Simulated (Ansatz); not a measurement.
# Fields on a plane of Sb (space group R-3m)

```yaml
crystal:
  lattice:
    - [2.18716, 1.26276, 3.84671]
    - [-2.18716, 1.26276, 3.84671]
    - [0.00000, -2.52551, 3.84671]
  atoms:
    - { symbol: Sb, position: [0.26727, 0.26727, 0.26727] }
    - { symbol: Sb, position: [0.73273, 0.73273, 0.73273] }
```

The slice is a (0001) plane (indices of the conventional cell) through the point (0.733, 0.733, 0.733) (fractional), spanned by u = [1 0 -1] and v = [-1 2 -1] in vectors of this cell: u (4.37 Å) and v (7.58 Å, at 90° to u). It covers one period; positions are fractions (u, v).

Atoms on it: Sb at (0.00, 0.00); Sb at (0.50, 0.50).

All values below come from PBE (plane waves to 420 eV, PAW, scalar-relativistic; Ansatz, an electronic-structure program). k mesh 13×13×13. Near the nuclei the fields are pseudised (PAW); where an atom keeps semicore shells as valence, they peak there. Sb was relaxed with its symmetry unable to fall. Spin-orbit coupling is left out, though Sb is heavy.

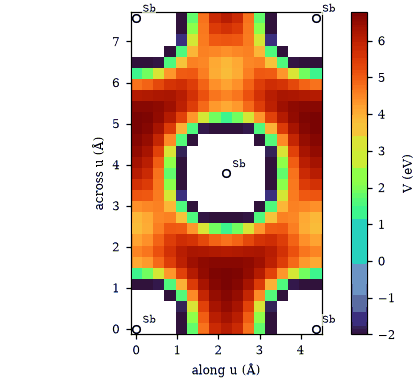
Figure. Electrostatic potential energy of an electron, from the cell's mean, in eV, one period of the plane, atoms marked. Points within 1 Å of a nucleus are left white, as the pseudised field means little there. Values under -2 eV are set to -2. The zero, the cell's mean, hangs on the PAW cores.

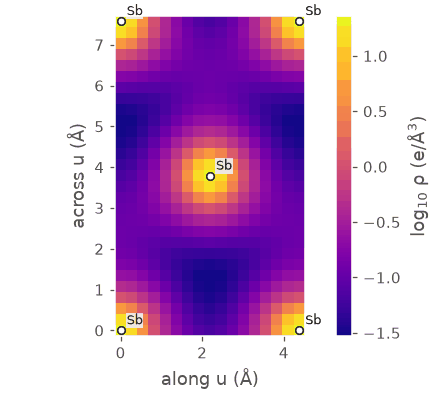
Fig. 1. Log₁₀ of the valence density in e/Å³, one period of the plane, atoms marked. The scale is logarithmic, as a density can span decades between atoms and voids.
